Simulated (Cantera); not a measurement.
Charge: 1 mol Fe, 22 mol CO, 59 mol H₂, equilibrated at 10.0 mbar.

Equilibrium computed with Cantera from the NASA thermochemical tables; the gas is ideal and each condensed phase is pure. Candidate condensed phases: C, C₆H₆, C₇H₈, C₈H₁₈, Fe, Fe(CO)₅, FeO, Fe(OH)₂, Fe(OH)₃, Fe₂O₃, Fe₃O₄, H₂O; 114 gas species. Kinetics and transport are ignored.

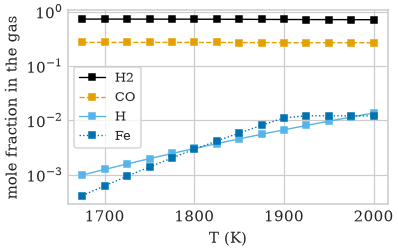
Figure: Equilibrium gas composition (values under 1e-9 drawn at 1e-9)

From 1675 K to 1800 K the condensed part is Fe(δ). From 1825 K to 1900 K the condensed part is Fe(l). From 1925 K to 2000 K nothing is condensed. The main Fe-bearing gas is Fe throughout.
